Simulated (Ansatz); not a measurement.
Electronic density of states of amorphous Si$_{30}$C$_{12}$N$_{24}$, density 2.83 g/cm³, on a 2×2×2 Γ-centred mesh with a Gaussian width of 0.1 eV; energies count from the Fermi level, whose place inside the gap is arbitrary. Cell and mesh are small, so fine structure isn't converged. The numbers are results of PBE, scalar-relativistic without spin-orbit coupling (plane waves to 420 eV, PAW; Ansatz, a program for electronic structure), not measurements. Sampling: a 2×2×2 Γ-centred mesh; Fermi-Dirac width 0.02 eV; no spin polarisation. So small a spacing is near the smearing width and the bands' dispersion over the mesh, so it is a value of this cell and mesh.

The cell was made by melting and quenching with the CHGNet potential and then relaxed with DFT. N atoms were pushed apart under 1.9 Å during the dynamics, to hinder bonds among them. The hot cell started wider than the set density and was brought back towards it in steps. It is the lowest in DFT energy of 2 quenches. It is a model cell: composition and starting density were chosen by hand, and all elements were melted together. No dispersion term was used. Its density started from a set value of 2.83 and ended at 2.83 g/cm³. The simulated quench (nominally 120 K/ps over its main leg) is rapid and tends to freeze in more defects than a deposited or slowly cooled glass has. Values belong to this one cell and scatter from quench to quench. The volume was held where the preparation left it, at a PBE pressure of 0.0 GPa. Stress components on the final sampling reach 2.4 GPa. On a 2×2×2 Γ-centred mesh force components of up to 0.45 eV/Å stay, since the relaxation ran on the zone centre alone.

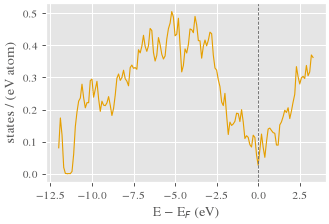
Fig. 1. Density of states per atom

The gap on this mesh is 0.22 eV; the broadening fills part of it in the curve.
